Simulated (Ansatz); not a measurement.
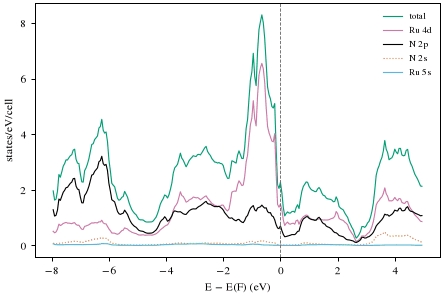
Total and projected density of states of RuN2 in space group Pnnm (No. 58; Ru on 2a, N on 4g), the program Ansatz at the LDA level (PAW)

Q: Which orbitals carry the states next to the Fermi level?

A: Within 0.5 eV of the Fermi level: Ru 4d 73 %, N 2p 24 %. Projections are on Löwdin-orthogonalised atomic valence shells; empty p or d shells of many metals are not among them.

Q: Where is the tallest occupied peak in this window, and what makes it?

A: Near -0.6 eV, about 8.3 states/eV per cell; the largest projected share is Ru 4d.

The workflow started from a Materials Project entry (that database holds measured and hypothetical structures alike); the Crystallography Open Database copy checked does not list it. Its standing as an ambient phase is unchecked. The cell was relaxed with LDA under the symmetry of its start; whether a distortion lowers the energy is not shown. No spin polarisation was allowed. Scalar-relativistic: spin–orbit coupling is off unless named, which matters more the heavier the elements.

Potentials: the later of the program's two PAW sets.
